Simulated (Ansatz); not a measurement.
## Electronic structure of BrCl₂HHfO in real space

Input

```
crystal:
  periodic: [false, false, false]
  atoms:
    - { symbol: Hf, position_ang: [-0.137024, 1.045188, 0.338518] }
    - { symbol: Br, position_ang: [-1.025306, -2.653367, -1.540445] }
    - { symbol: O, position_ang: [1.089938, 0.000713, -0.379829] }
    - { symbol: H, position_ang: [0.202783, -1.959536, -1.089453] }
    - { symbol: Cl, position_ang: [0.522827, 3.320136, 0.159789] }
    - { symbol: Cl, position_ang: [-0.653317, 0.246767, 2.51142] }
basis:
  gaussian: { orbitals: def2-SVP }
hamiltonian:
  xc: b3lyp
  dispersion: d4
relax:
  f_tol: 0.03
  max_steps: 50
output:
  orbitals: {}
```

Run with:

```sh
ansatz run input.yaml --threads 2 --pin off --max-ram 3072MiB --backend cpu --events-out ev --progress --plain --runs-dir out
```

The fields are those of the relaxed geometry.

Core potentials replace the inner electrons of Hf.

Theory: Ansatz, RKS B3LYP-D4/def2-SVP.

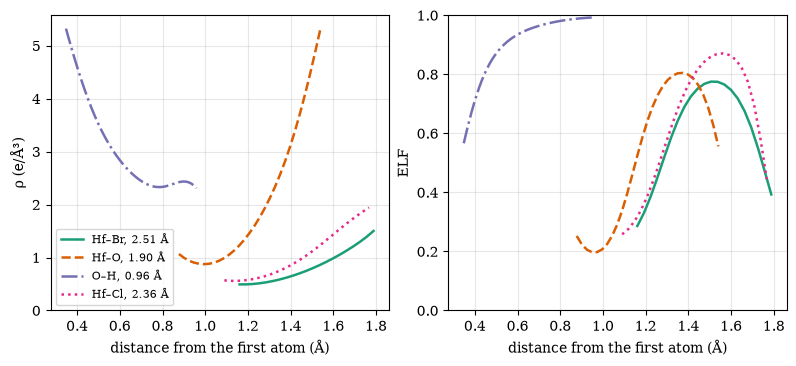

Figure 1. Electron density and ELF along straight lines between neighbouring atoms. The curves leave out the atomic cores.

Question: Compare the contacts.

Answer: Hf–Br (2.51 Å): the density is about 0.51 e/Å³ at the midpoint; the ELF peaks at about 0.80 in the valence shell of Br, 1.0 Å from its nucleus, and is about 0.45 at the midpoint.
Hf–O (1.90 Å): ρ at the midpoint is about 0.9 e/Å³; the ELF peaks at about 0.80 in the valence shell of O, 0.5 Å from its nucleus, and drops to about 0.20 between the two atoms.
O–H (0.96 Å): the density is about 3.7 e/Å³ at the midpoint; the ELF climbs to about 1 towards the hydrogen, as it does in any bond to H: a covalent bond by its length.
Hf–Cl (2.36 Å): ρ is about 0.57 e/Å³ halfway; the ELF peaks at about 0.85 in the valence shell of Cl, 0.8 Å from its nucleus, and is about 0.35 at the midpoint.

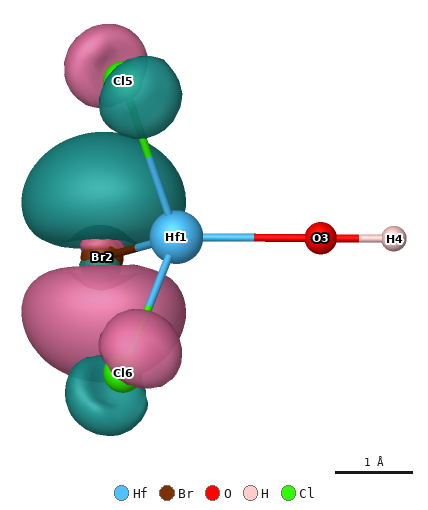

Figure 2. The HOMO at ±0.15 Å⁻³ᐟ² (teal and pink are the two phases), seen from one side.

Question: Where does this orbital lie, and at what energy?

Answer: It lies mainly on Br2 (about 75 %), Cl5 (about 10 %) and Cl6 (about 10 %); largely a lone pair of Br2. Its energy is −8.46 eV.
